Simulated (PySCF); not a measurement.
C4H11NO2Si3 (SMILES O=C(O)C#CC[SiH2]N([SiH3])[SiH3])

The calculation's input:

```
{"job": {"kind": "nmr", "xc": "PBE0", "basis": "pcSseg-1"}, "charge": 0, "multiplicity": 1}
O      5.084433     0.213310    -1.438355
C      4.537875     0.208030    -0.363528
O      5.158881     0.579321     0.772118
C      3.183588    -0.180307    -0.130891
C      2.041107    -0.536801     0.016692
C      0.679086    -0.912417     0.201899
Si    -0.446132     0.625646     0.032213
N     -2.100314     0.134744     0.249448
Si    -2.611183    -1.513378    -0.053452
Si    -3.269807     1.410449     0.506093
H      6.072488     0.834464     0.571414
H      0.404003    -1.658698    -0.542789
H      0.554500    -1.353480     1.190960
H     -0.249102     1.218975    -1.296144
H     -0.093340     1.575215     1.090153
H     -4.067722    -1.551008     0.015904
H     -2.020842    -2.371845     0.978027
H     -2.157513    -1.928782    -1.384156
H     -2.648128     2.406813     1.374133
H     -3.625919     2.008619    -0.782738
H     -4.434879     0.808072     1.147230
```

Run with:

```sh
OMP_NUM_THREADS=1 python probes_run.py task.json out
```

Geometry: GFN2-xTB.

Computed with PBE0/pcSseg-1, SCF density, gas phase, non-relativistic in PySCF 2.14.0.

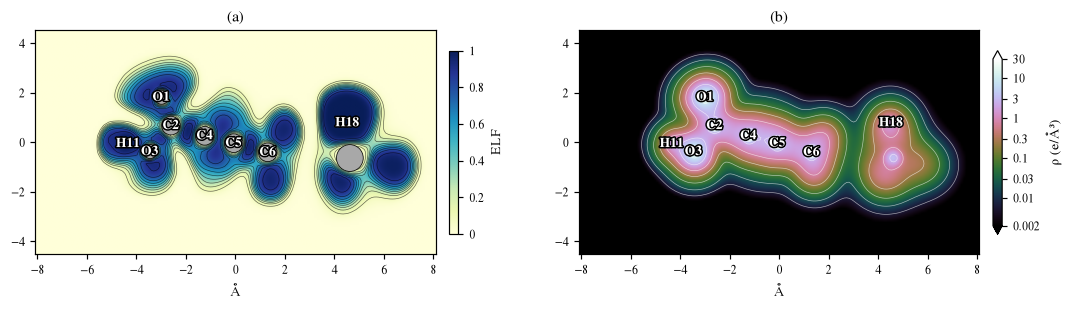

Figure 1. (a) ELF; (b) electron density on the plane of atoms O1, C2 and O3. Grey discs cover the atomic cores in the ELF map.

### What does the map show?

The plane passes through O, C and H nuclei. C–O (1.21 Å): the density is about 3.3 e/Å³ at the midpoint; the ELF peaks at about 0.85 between the atoms: a multiple bond. C–C (1.21 Å): ρ is about 2.7 e/Å³ halfway; the ELF peaks at about 0.85 between the atoms; a multiple bond. O–H (0.97 Å): ρ at the midpoint is about 3.7 e/Å³; the ELF climbs to about 1 towards the hydrogen, as it does in any bond to H: an ordinary covalent bond to hydrogen. C–O (1.35 Å): ρ at the midpoint is about 2.4 e/Å³, with its minimum of 2.1 e/Å³ about 0.5 Å from C; the ELF peaks at about 0.90 between the atoms (a polar covalent bond). The ELF also peaks beside O3 and O1, away from the bonds: lone-pair regions.

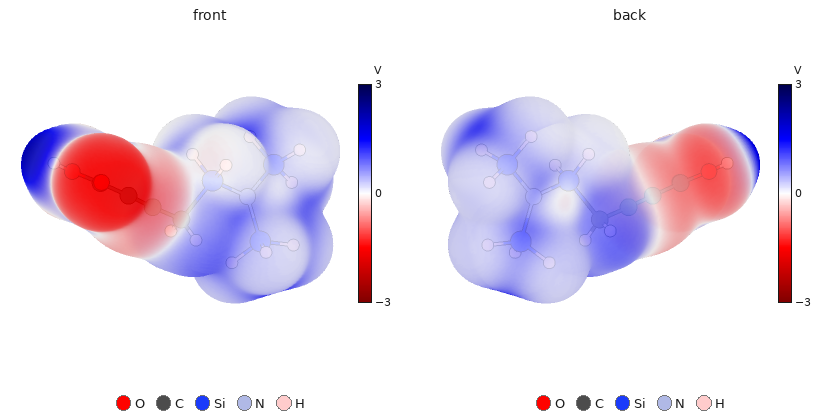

Figure 2. The electrostatic potential painted on the density surface at 0.001 e/bohr³, seen from the front and from behind; the colour scale runs from red (negative) to blue (positive).

### Where is the surface potential most negative and most positive?

The most negative region (about −1.6 V, or −37 kcal/mol for a unit charge) lies over O1, the most positive (about +2.0 V, or +46 kcal/mol for a unit charge) over H11. O1 is the likeliest acceptor of a hydrogen bond.

### How polar is the molecule by this calculation?

Its dipole moment is 3.06 D.
